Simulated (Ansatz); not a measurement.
The calculation's input:

```
crystal:
  periodic: [false, false, false]
  atoms:
    - { symbol: Si, position_ang: [-1.885194, 1.287698, 0.067163] }
    - { symbol: O, position_ang: [0.788578, -0.090936, 0.56873] }
    - { symbol: C, position_ang: [1.362714, -1.244145, -0.122769] }
    - { symbol: S, position_ang: [-0.591265, 2.647178, -0.714906] }
    - { symbol: H, position_ang: [1.068679, 0.752063, 0.159847] }
    - { symbol: F, position_ang: [-2.605699, 1.286404, 1.581322] }
    - { symbol: F, position_ang: [-2.63279, 0.001657, -0.70036] }
    - { symbol: H, position_ang: [1.060774, -1.278738, -1.177972] }
    - { symbol: H, position_ang: [0.976922, -2.122666, 0.392221] }
    - { symbol: H, position_ang: [2.457281, -1.238515, -0.053276] }
basis:
  gaussian: { orbitals: "6-31G" }
hamiltonian:
  xc: b3lyp
relax:
  f_tol: 0.03
  max_steps: 50
output:
  orbitals: {}
```

Command:

```sh
ansatz run input.yaml --threads 1 --pin off --max-ram 2048MiB --backend cpu --events-out ev --progress --plain --runs-dir out
```

The fields are those of the run's last geometry, not of the input's.

The calculation used RKS B3LYP/6-31G (Ansatz).

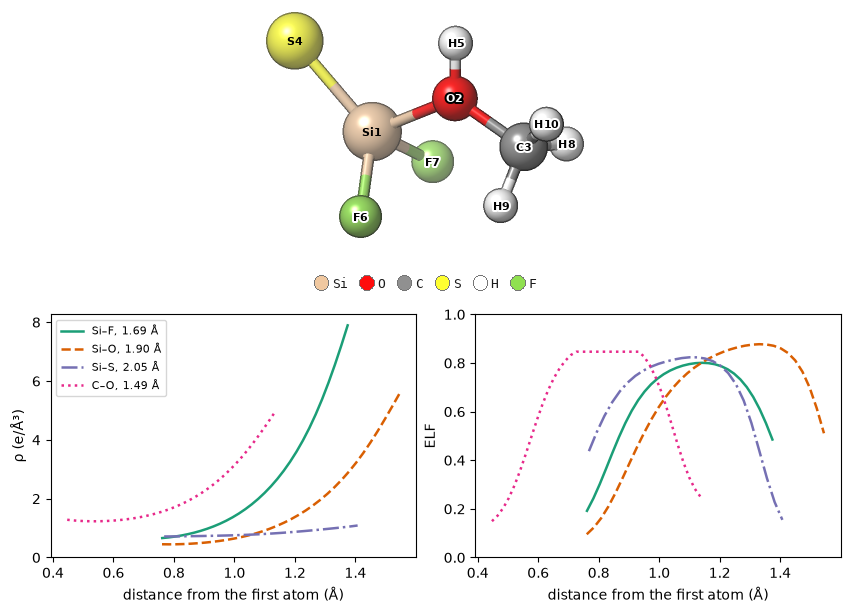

CH4F2OSSi. Electron density and electron localisation function along straight lines between neighbouring atoms. The curves leave out the atomic cores. The structure is drawn too.

Compare the contacts.

Answer. Si–F (1.69 Å): ρ at the midpoint is about 0.79 e/Å³; the ELF peaks at about 0.80 in the valence shell of F, 0.5 Å from its nucleus, and is about 0.45 at the midpoint.
Si–O (1.90 Å): the density is about 0.56 e/Å³ at the midpoint, with its minimum of 0.45 e/Å³ about 0.8 Å from Si; the ELF peaks at about 0.90 between the atoms: a shared but strongly polarised pair.
Si–S (2.05 Å): ρ at the midpoint is about 0.76 e/Å³; the ELF peaks at about 0.80 between the atoms, as expected for a covalent bond.
C–O (1.49 Å): ρ at the midpoint is about 1.5 e/Å³, with its minimum of 1.2 e/Å³ about 0.5 Å from C; the ELF peaks at about 0.85 between the atoms, as expected for a polar covalent bond.
